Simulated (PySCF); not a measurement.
C2H6O, SMILES OCC at its CAM-B3LYP/def2-SVP optimised geometry (Å):

```
9

C      0.8322    -0.3609     0.0000
C     -0.6863    -0.3609     0.0000
O     -1.2319     0.9353     0.0000
H      1.2159     0.2119    -0.8571
H      1.2275     0.1001     0.9205
H      1.2319    -1.3851    -0.0558
H     -1.0611    -0.8494    -0.9128
H     -1.0632    -0.9597     0.8533
H     -0.9410     1.3851     0.8019
```

Level of theory: CAM-B3LYP/def2-TZVP (PySCF). Cells within 0.4 Å of a nucleus heavier than hydrogen are left out (blank, or x).

Map of the Laplacian of the electron density (e/bohr⁵), clipped to [-1.50, 1.50] on the plane z = 0.0 Å:

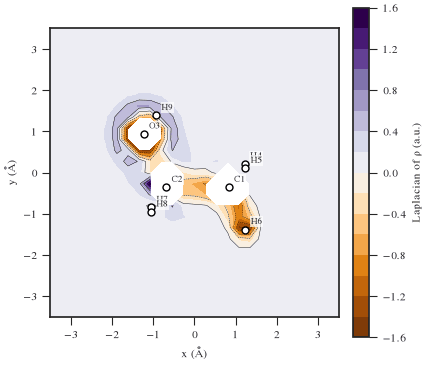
*Laplacian of the electron density (e/bohr⁵), clipped to [-1.50, 1.50] on the plane z = 0.0 Å.*
